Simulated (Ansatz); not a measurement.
# Effort and miss along a sweep of basis.ecutwfc: CsTiMnOF₅ (Imma, 18 atoms in the cell)

Cell: a = 7.5589 Å, b = 7.5589 Å, c = 7.6359 Å, α = 120.34°, β = 120.34°, γ = 58.57°.

Method of the run: PBEsol, default PAW files made with PBE (plane waves; Ansatz, a quantum-chemistry and plane-wave program).

Base settings: basis.ecutwfc = 420 eV; kpoints.mp_grid.grid = 3 3 3; hamiltonian.xc = pbesol; hamiltonian.pseudopotentials = {kind: paw} (the program's default PAW files); magnetization.spin_polarized = true; scf.occupations.method = gaussian; scf.occupations.width = 0.02 eV.

Misses are taken against the tightest run, 840 eV, which need not be fully converged itself. The energy is the free energy per atom.

The count of work is k-points × plane waves × bands × iterations; it is no time, and leaves out set-up, grids and terms that scale otherwise. Core times come from one kind of shared machine and are given to one figure; runs under 30 s give none.

Ansatz's pressure holds its estimate of the finite-basis (Pulay) stress, which hides part of the cutoff error; the uncorrected pressure shows it.

The starting cell comes from a database of computed structures (which also holds hypothetical and non-ambient phases and stackings), without a prior relaxation at this level. The magnetic order is the one reached from the typed start; others were not searched systematically. The program warned that a starting moment was not kept. In the base run, with a pressure of about -4 GPa the cell is away from its equilibrium volume at this level. Ansatz's pressure includes its estimate of the finite-basis (Pulay) stress.

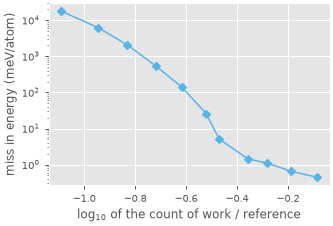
*Miss against the count of work; the reference run is not drawn, and misses under 0.1 meV/atom are drawn there.*

| basis.ecutwfc | energy less reference (meV/atom) | pressure less reference (GPa) | largest difference in the force on any atom (eV/Å) | uncorrected pressure less reference (GPa) | count of work / reference | core time / reference (rough) |
|---|---|---|---|---|---|---|
| 170 eV | 17854.83 | 16.11 | 2.605 | -484.68 | 0.081 | 0.1 |
| 210 eV | 6167.95 | -1.07 | 0.575 | -221.18 | 0.11 | 0.2 |
| 250 eV | 2060.01 | -2.12 | 0.530 | -94.58 | 0.15 | 0.2 |
| 295 eV | 539.42 | -0.62 | 0.186 | -32.28 | 0.19 | 0.2 |
| 335 eV | 142.55 | -0.04 | 0.012 | -10.76 | 0.24 | 0.2 |
| 380 eV | 25.78 | 0.00 | 0.005 | -2.48 | 0.30 | 0.3 |
| 420 eV | 5.09 | 0.01 | 0.002 | -0.48 | 0.34 | 0.5 |
| 485 eV | 1.44 | 0.01 | 0.001 | 0.02 | 0.44 | 0.3 |
| 545 eV | 1.10 | 0.01 | 0.001 | 0.01 | 0.52 | 0.4 |
| 630 eV | 0.66 | 0.00 | 0.000 | 0.02 | 0.65 | 0.6 |
| 735 eV | 0.45 | 0.00 | 0.000 | 0.01 | 0.82 | 0.9 |
| 840 eV | 0.00 | 0.00 | 0.000 | 0.00 | 1.0 | 1 |

Coarsest setting among those run that, with all tighter ones, holds the energy within 20 meV/atom of the reference: 420 eV, off by 5.1 meV/atom; its saving against the reference is no more than about a factor of 2 in time.

The step from 295 eV to 630 eV: it takes the miss in the energy from 540 to 0.66 meV/atom, for 3.4 times the count of work and roughly 4 times the time.

Keys are those of Ansatz 0.2.
